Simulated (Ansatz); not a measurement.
```yaml
atoms:
  - { symbol: In, position_ang: [1.4935, -0.4056, 0.2716] }
  - { symbol: N, position_ang: [0.4906, 1.2320, -0.4972] }
  - { symbol: S, position_ang: [0.0148, -2.2721, 0.8753] }
  - { symbol: H, position_ang: [-0.4818, 1.3554, -0.1892] }
  - { symbol: H, position_ang: [0.9689, 2.1389, -0.4267] }
  - { symbol: H, position_ang: [3.2163, -0.5871, 0.2781] }
  - { symbol: H, position_ang: [-1.1177, -1.5618, 0.5989] }
```

Geometry: BLYP-D3(BJ)/def2-SVP; core potentials replace the inner electrons of In.

Method: isolated molecule in a Gaussian basis; Kohn-Sham density functional theory, functional PBE0 (Ansatz 0.2.0).

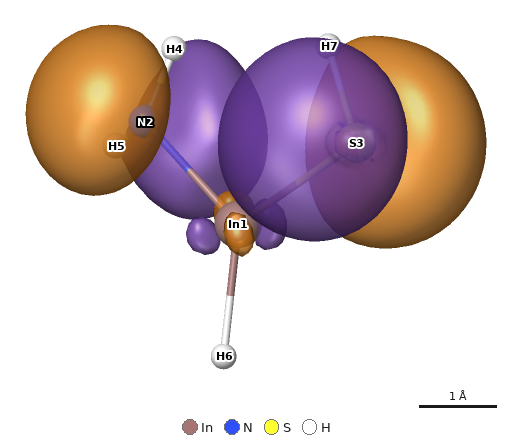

H4InNS (SMILES [NH2][InH][SH]). The HOMO at ±0.08 Å⁻³ᐟ² (orange and purple are the two phases), seen at an oblique angle.

Q: Where does this orbital lie, and at what energy?

A: It lies mainly on S3 (about 50 %), N2 (about 30 %) and In1 (about 10 %); largely a combination of lone pairs on S3 and N2. Its energy is −7.13 eV.
